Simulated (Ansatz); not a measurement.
# Geometry relaxation, with input and output: Ni (part 3 of 3)

The same run, continued: Ni (slab, 5 atoms in the cell); DFT, PBEsol, PAW with Ansatz's default frozen-core files, scalar-relativistic, spin-polarised (Ansatz 0.2.0); cutoff 420 eV, 17×17×1 k-mesh, Fermi–Dirac smearing of 0.1 eV, collinear spins. It belongs to a series of runs on one base structure; here: atoms relaxed, PAW files.

Geometry of the input (Å; fractional positions):
```
2.4497  0.0000  0.0000
0.0000  2.4497  0.0000
0.0000  0.0000  22.9287
Ni 0.0000  0.0000  0.3489
Ni 0.5000  0.5000  0.4245
Ni 0.0000  0.0000  0.5000
Ni 0.5000  0.5000  0.5755
Ni 0.0000  0.0000  0.6511
```

Trajectory as extended XYZ (Å, eV, eV/Å), 4 frames, from step=1 to step=4
```
5
Lattice="2.4497 0.0000 0.0000 0.0000 2.4497 0.0000 0.0000 0.0000 22.9287" Properties=species:S:1:pos:R:3:forces:R:3 step=1 energy=-29022.98227
Ni    0.0000    0.0000    8.0000    0.0000   0.0000   0.3469
Ni    1.2248    1.2248    9.7322    0.0000   0.0000  -0.3970
Ni    0.0000    0.0000   11.4643    0.0000   0.0000   0.0000
Ni    1.2248    1.2248   13.1965    0.0000   0.0000   0.3970
Ni    0.0000    0.0000   14.9287    0.0000   0.0000  -0.3468
5
Lattice="2.4497 0.0000 0.0000 0.0000 2.4497 0.0000 0.0000 0.0000 22.9287" Properties=species:S:1:pos:R:3:forces:R:3 step=2 energy=-29022.99490
Ni    0.0000    0.0000    8.0181    0.0000   0.0000   0.2316
Ni    1.2248    1.2248    9.7290    0.0000   0.0000  -0.2725
Ni    0.0000    0.0000   11.4643    0.0000   0.0000   0.0000
Ni    1.2248    1.2248   13.1997    0.0000   0.0000   0.2725
Ni    0.0000    0.0000   14.9106    0.0000   0.0000  -0.2317
5
Lattice="2.4497 0.0000 0.0000 0.0000 2.4497 0.0000 0.0000 0.0000 22.9287" Properties=species:S:1:pos:R:3:forces:R:3 step=3 energy=-29023.00452
Ni    0.0000    0.0000    8.0493    0.0000   0.0000  -0.0162
Ni    1.2248    1.2248    9.7184    0.0000   0.0000   0.0195
Ni    0.0000    0.0000   11.4644    0.0000   0.0000  -0.0001
Ni    1.2248    1.2248   13.2103    0.0000   0.0000  -0.0196
Ni    0.0000    0.0000   14.8794    0.0000   0.0000   0.0163
5
Lattice="2.4497 0.0000 0.0000 0.0000 2.4497 0.0000 0.0000 0.0000 22.9287" Properties=species:S:1:pos:R:3:forces:R:3 step=4 energy=-29023.00456
Ni    0.0000    0.0000    8.0475    0.0000   0.0000   0.0001
Ni    1.2248    1.2248    9.7192    0.0000   0.0000  -0.0001
Ni    0.0000    0.0000   11.4643    0.0000   0.0000   0.0000
Ni    1.2248    1.2248   13.2095    0.0000   0.0000   0.0001
Ni    0.0000    0.0000   14.8812    0.0000   0.0000  -0.0001
```

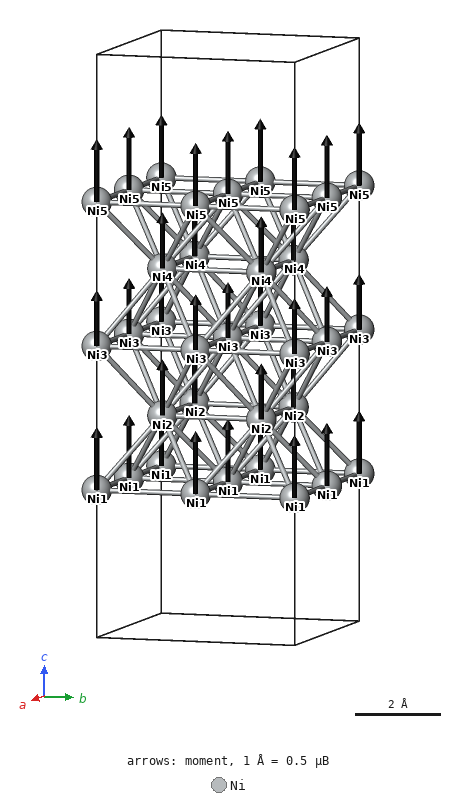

Fig. 1: Magnetic moments of the sites as black arrows (ball-and-stick view of the 2 × 2 repeat of the cell, with the vacuum cut short, seen slightly off an axis; atoms are numbered from 1 in the order of the input); small moments hardly show. The run is collinear, so the axis drawn is arbitrary. Site moments: Ni1, Ni5 (0.75 μB); Ni2, Ni3, Ni4 (0.66 μB). They are counted near the atoms and needn't add up to the moment of the cell.

Summary

```json
{"quantity": "outcome", "value": "converged"}
{"quantity": "electrons treated", "value": "90"}
{"quantity": "free energy", "value": "−29023.0046 eV"}
{"quantity": "Fermi energy", "value": "4.118 eV"}
{"quantity": "net moment of the cell", "value": "3.31 μB"}
{"quantity": "integrated absolute moment", "value": "3.71 μB"}
{"quantity": "final volume", "value": "137.59 Å³"}
{"quantity": "largest force (length of the vector) at the end", "value": "under 0.001 eV/Å"}
{"quantity": "wall time", "value": "3.2 min (CPU time 7.9 min)"}
{"quantity": "peak memory", "value": "0.77 GiB"}
```

Remarks

Warnings of the run: the SCF threshold is looser than advised for the printed stress.
